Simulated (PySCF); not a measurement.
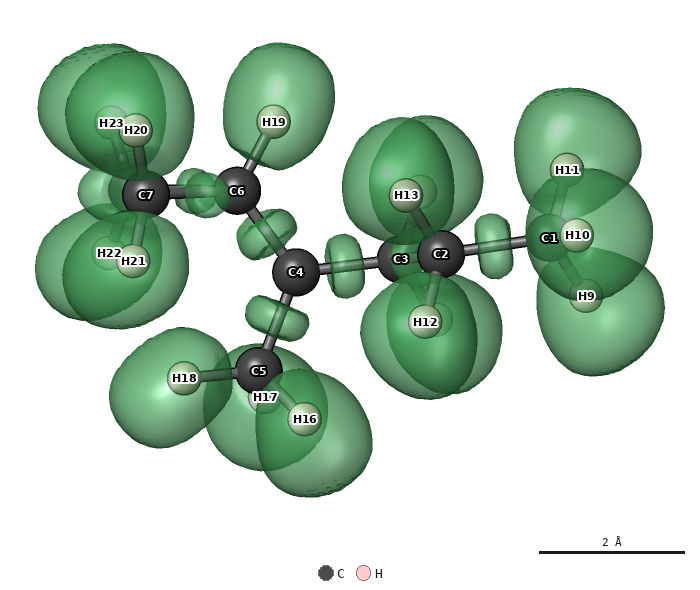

The picture shows: C₈H₁₅ (SMILES CCC[C+](C)C1CC1) (charge +1). Isosurface of the electron localisation function at 0.8 (green), seen at a tilt. Core shells and regions of very low density are left out.

Geometry: GFN2-xTB.

These are results of PBE0/pcSseg-1, SCF density, gas phase, non-relativistic in PySCF, not measurements.

```tsv
atom	x (Å)	y (Å)	z (Å)
C	-3.2151	0.4411	0.4576
C	-1.8425	0.3077	-0.1795
C	-0.8627	-0.4020	0.8093
C	0.4525	-0.4743	0.1709
C	0.7851	-1.6921	-0.5675
C	1.3108	0.6392	0.2511
C	2.2057	1.0497	-0.9513
C	2.8512	0.4539	0.2088
H	-3.6260	-0.5317	0.7129
H	-3.8895	0.9221	-0.2465
H	-3.1735	1.0481	1.3576
H	-1.9136	-0.2801	-1.0951
H	-1.4503	1.2932	-0.4320
H	-1.2667	-1.3912	1.0225
H	-0.8400	0.1957	1.7212
H	-0.0808	-2.0435	-1.1310
H	0.9846	-2.4859	0.1602
H	1.6464	-1.6062	-1.2226
H	0.9629	1.4634	0.8617
H	2.2649	2.1169	-1.1042
H	2.0903	0.4793	-1.8601
H	3.2162	-0.5605	0.1620
H	3.3852	1.0842	0.9040
```

Question: What do the ELF domains correspond to?

Answer: At this value the surface marks out eight regions between bonded C–C atoms (shared pairs) and 15 regions around hydrogen nuclei.

Values along the shortest contacts:
C–C (1.41 Å): the ELF peaks at about 0.95 between the atoms (localised, covalent bonding). C–H (1.08 Å): the ELF climbs to about 1 towards the hydrogen, as it does in any bond to H (a covalent bond by its length).
